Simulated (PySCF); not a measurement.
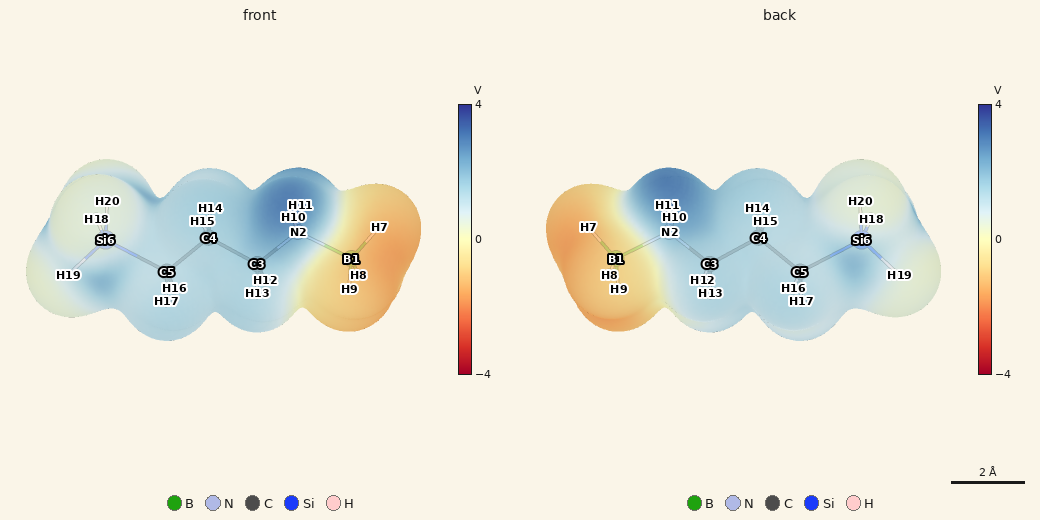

Figure 1: C3H14BNSi. The molecular electrostatic potential painted on the density surface at 0.004 e/bohr³, seen from the front and from behind; red is negative and blue positive.

Geometry: GFN2-xTB.

All numbers below come from B3LYP/def2-SVPD, SCF density, gas phase (PySCF 2.14.0).

```csv
atom,x (Å),y (Å),z (Å)
B,-3.3492,-0.1266,0.0796
N,-1.8380,0.4790,0.3255
C,-0.7564,-0.3168,-0.2487
C,0.6226,0.2899,0.0089
C,1.7375,-0.5564,-0.5978
Si,3.4709,0.1732,-0.2946
H,-4.0813,0.6508,0.6123
H,-3.3644,-1.2021,0.5925
H,-3.5018,-0.1713,-1.1013
H,-1.8376,1.4146,-0.0700
H,-1.7231,0.5588,1.3316
H,-0.8181,-1.3197,0.1796
H,-0.9410,-0.4036,-1.3218
H,0.7822,0.3804,1.0874
H,0.6601,1.2972,-0.4163
H,1.6813,-1.5641,-0.1824
H,1.5597,-0.6574,-1.6700
H,3.5268,1.5125,-0.8850
H,4.4713,-0.6976,-0.9077
H,3.6934,0.2701,1.1498
```

Q: Where is the surface potential most negative and most positive?

A: The most negative region (about −1.7 V) lies over H8, the most positive (about +3.0 V) over H10 and H11.

Q: What dipole moment does the calculation give?

A: Its dipole moment is 5.20 D.
